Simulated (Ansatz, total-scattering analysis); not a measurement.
# Isotope substitution on H in water and methanol

Two samples of water and methanol (16 H2O and 8 methanol; C 8.3, O 25.0, H 66.7 atom %; 310 K, fixed volume (mean pressure 0.2 GPa); ρ₀ = 0.0955 Å⁻³) differ only in the isotope of H: D (b = 6.6681 fm) and H (b = -3.7395 fm). Other lengths: C 6.6472, O 5.8037 fm. The data are simulated by ab initio molecular dynamics with Ansatz (revPBE-D3(BJ), plane waves, PAW default files, Langevin thermostat, no spin, fixed volume, H with the mass of D). The average runs over 0.90 ps of 96 atoms, so shells between rare elements are rough. Mean temperature 307 K, largest m.s.d. 2.45 Å², energy drift -8 meV an atom (last third less first, no steady trend), Langevin friction 10 ps⁻¹; the first quarter of the run is discarded. Start: last frame of a classical run of this cell at the same density and temperature. So short a stretch relaxes bonds and nearest shells but still remembers its start. It is a liquid as far as so short a run tells. The partials come from the cell's reciprocal vectors below 4 Å⁻¹ and from g(r) above; absorption, incoherent and inelastic scattering are left out. F(Q) = Σ ci cj bi bj (Sij − 1), in barn per steradian and atom:

```csv
Q (Å⁻¹),2H,1H,difference
0.9,-0.300,-0.207,-0.093
1.2,-0.186,-0.194,0.009
1.5,0.073,-0.183,0.256
1.8,0.412,-0.149,0.561
2.1,0.154,-0.141,0.295
2.4,0.037,-0.087,0.124
2.7,-0.055,-0.018,-0.037
3.0,-0.049,0.040,-0.090
3.3,-0.054,0.024,-0.078
3.6,-0.043,0.010,-0.053
3.9,-0.057,0.007,-0.064
4.2,-0.061,0.024,-0.085
4.5,-0.070,0.045,-0.114
4.8,-0.081,0.067,-0.148
5.1,-0.080,0.087,-0.167
5.4,-0.065,0.084,-0.150
5.7,-0.045,0.051,-0.096
6.0,-0.022,0.006,-0.028
6.3,0.001,-0.026,0.027
6.6,0.020,-0.039,0.059
6.9,0.036,-0.042,0.078
7.2,0.054,-0.044,0.098
7.5,0.068,-0.043,0.111
7.8,0.069,-0.038,0.107
8.1,0.056,-0.029,0.085
8.4,0.040,-0.018,0.058
8.7,0.024,-0.007,0.031
9.0,0.010,0.004,0.006
9.3,-0.002,0.013,-0.014
9.6,-0.013,0.016,-0.029
9.9,-0.026,0.016,-0.042
10.2,-0.038,0.015,-0.052
10.5,-0.044,0.016,-0.060
10.8,-0.043,0.019,-0.062
```

The first difference in real space, ΔG(r), in barn (from the pair functions, so without the broadening of a finite Q range):

```tsv
r (Å)	first difference G(r)
0.50	-0.412
0.58	-0.412
0.66	-0.412
0.74	-0.412
0.82	-0.412
0.90	-0.259
0.98	4.691
1.06	1.412
1.14	0.926
1.22	-0.403
1.30	-0.412
1.38	-0.411
1.46	-0.352
1.54	-0.144
1.62	-0.181
1.70	-0.118
1.78	0.054
1.86	-0.023
1.94	-0.039
2.02	0.058
2.10	0.101
2.18	-0.101
2.26	-0.196
2.34	-0.192
2.42	-0.180
2.50	-0.161
2.58	-0.165
2.66	-0.181
2.74	-0.154
2.82	-0.133
2.90	-0.112
2.98	-0.094
3.06	-0.047
3.14	-0.007
3.22	0.031
3.30	0.048
3.38	0.054
3.46	0.058
3.54	0.047
```

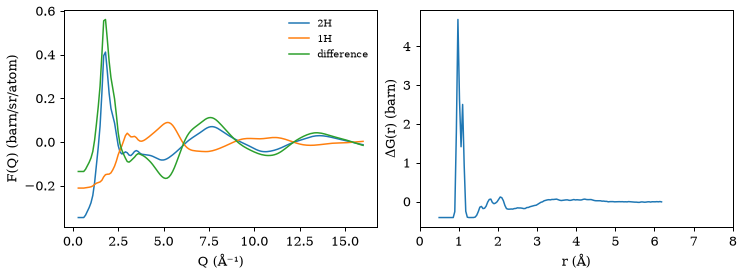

**Question.** Which pairs survive in the difference, and what is the first shell of H?

Pairs without H cancel. ΔG(r) = Σ W [g(r) − 1] with W = 2 c(H) c(j) b(j) Δb, and c(H)² (b₁² − b₂²) for H–H: H–C 0.0769, H–O 0.2013, H–H 0.1355 barn. At small r, ΔG → −ΣW = -0.414; in this finite cell the H–H term carries (N − 1)/N with N = 64 atoms of H, which gives -0.412.

The first feature holds O–H (0.98 Å, 0.6 neighbours by the coordinates) and C–H (1.10 Å, 0.4 neighbours by the coordinates) together, so its area gives only their weighted sum.

Shells of H from the coordinates: O–H at 0.98 Å, 0.6 neighbours to 1.26 Å; C–H at 1.10 Å, 0.4 neighbours to 1.40 Å; H–H at 1.56 Å, 1.3 neighbours to 2.00 Å (first peaks with a usable minimum only). Counts average over all H, whatever molecule they sit on, and second peaks of a pair (H two bonds away, hydrogen bonds) add features between 1.5 and 2.5 Å that aren't listed. The structure is taken to be the same for both isotopes, which holds least well for H and D.

[Logs are printed without paths, hosts, clocks, repeated set-up lines and the standing remarks that a program may print on its own settings, such as how far it seeks lower states.]
